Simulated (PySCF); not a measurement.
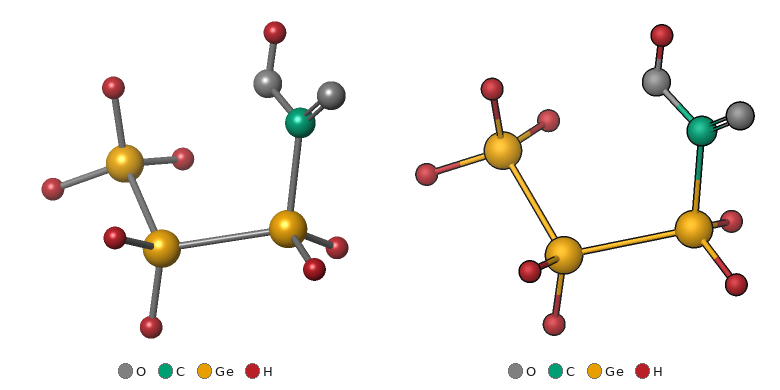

Both panels show the same species.

The computed structure is the end point of a PBE0-D3(BJ)/def2-SVP optimisation. No frequency run is at hand to confirm it as a minimum.

**Give the formula.**

CH8Ge3O2, 14 atoms: 1 carbon, 8 hydrogen, 3 germanium and 2 oxygen.

**Name some functional groups or characteristic bonds that it holds.**

Among them: carboxylic acid.

**Which point group does it belong to?**

C1.

**Give a SMILES string for it.**

O=[C](O)[GeH2][GeH2][GeH3]

**Count the bonded pairs by element.**

7 Ge–H, 2 C–O, 2 Ge–Ge, 1 C–Ge, 1 O–H.

More results for the same structure follow; atom numbers are the same in all pictures, views and colours differ.

Geometry

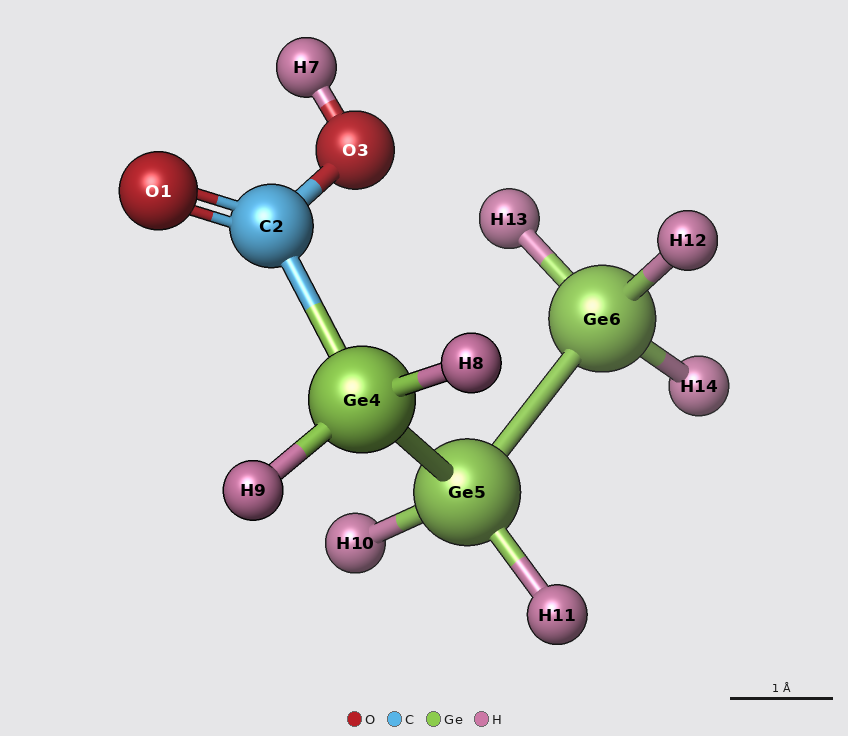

Atoms carry their numbers in the input. No frequency run is at hand to confirm it as a minimum.

Give the bond lengths.

```csv
bond,length (Å)
O1–C2,1.199
C2–O3,1.346
C2–Ge4,1.998
O3–H7,0.974
Ge4–Ge5,2.423
Ge4–H8,1.540
Ge4–H9,1.535
Ge5–Ge6,2.424
Ge5–H10,1.542
Ge5–H11,1.542
Ge6–H12,1.538
Ge6–H13,1.537
Ge6–H14,1.542
```

Electronic properties

No frequency run is at hand to confirm it as a minimum. Level of theory: B3LYP/pcJ-1 (pcSseg-1 on Ge), gas phase (PySCF 2.14.0).

**Give the LUMO energy (Kohn–Sham orbital) at this level.**

−0.95 eV.

**What is the HOMO energy (Kohn–Sham orbital)?**

−7.47 eV.

**What is the dipole moment?**

1.44 D.

NMR shielding

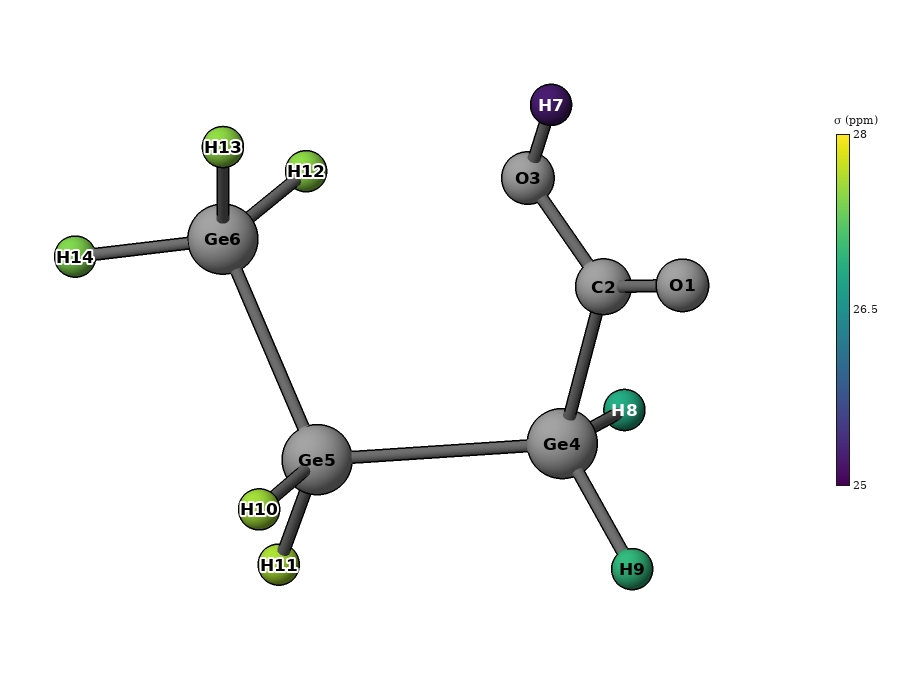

Atoms are coloured by their isotropic NMR shieldings (H only, the others grey). No frequency run is at hand to confirm it as a minimum. Properties computed with GIAO PBE0/pcSseg-1 NMR shielding, non-relativistic, gas phase (PySCF 2.14.0).

**Which H atom is the most shielded (lowest chemical shift)?**

H11 (27.61 ppm).

**Which H atom is the least shielded (highest chemical shift)?**

H7 (25.23 ppm).

**How wide is the range of H shifts?**

2.38 ppm.

List the isotropic NMR shieldings of the H atoms.

| atom | σ (ppm) |
| --- | --- |
| H7 | 25.23 |
| H8 | 26.84 |
| H9 | 26.97 |
| H10 | 27.57 |
| H11 | 27.61 |
| H12 | 27.48 |
| H13 | 27.48 |
| H14 | 27.42 |

Quadrupole coupling

No frequency run is at hand to confirm it as a minimum. Electric field gradients from the ground-state density, PBE0/pcSseg-1 (PySCF 2.14.0), non-relativistic apart from any core potentials.

Give the largest field-gradient component, the quadrupole coupling constant and the asymmetry for 17O at O1 (Q = −25.6 mb), 17O at O3 (Q = −25.6 mb), 73Ge at Ge4 (Q = −196 mb), 73Ge at Ge5 (Q = −196 mb), 73Ge at Ge6 (Q = −196 mb).

```
atom  V_zz (a.u.)  e²qQ/h (MHz)     η
  O1       −1.531          9.21  0.29
  O3        1.556         −9.36  0.53
 Ge4        0.588         −27.1  0.47
 Ge5        0.357        −16.44  0.35
 Ge6        0.387        −17.81  0.18
```
